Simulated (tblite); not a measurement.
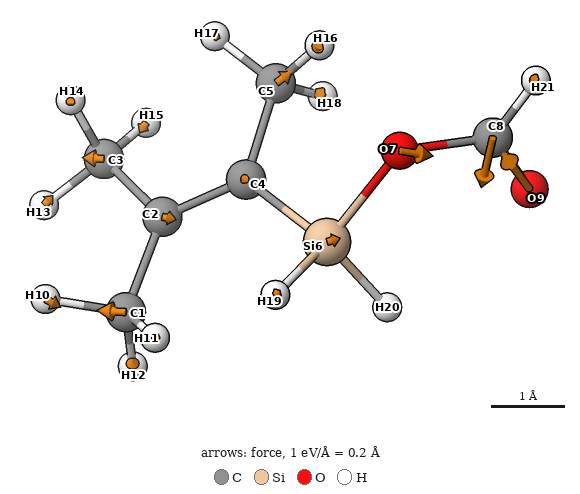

Starting geometry of C6H12O2Si with the computed forces as orange arrows. The picture is a ball-and-stick view, seen at a tilt.

Theory: tblite, GFN2-xTB geometry optimisation, gas phase. 

What follows when this structure is relaxed?

It isn't relaxed: the largest force vector, on O atoms, is 4.57 eV/Å. The final displacements have little in common with the starting forces (cosine between the two patterns 0.22). Over 108 geometry steps the energy falls by 0.950 eV. H19 moves most after the best rigid fit: 0.58 Å. Largest moves by element: H 0.58 Å, O 0.50 Å, C 0.17 Å, Si 0.13 Å. Among the contacts that change: O7–C8 1.385 → 1.304 Å, Si6–O7 1.753 → 1.678 Å, C8–O9 1.263 → 1.195 Å, C1–H10 1.143 → 1.090 Å. Bond angles that change, for instance: O7–Si6–H19 111.6° → 96.2°, O7–C8–H21 118.3° → 110.7°, C4–Si6–H20 107.2° → 113.7°. Groups turn about Si6–O7 by about 30°, C4–C5 by about 20°.
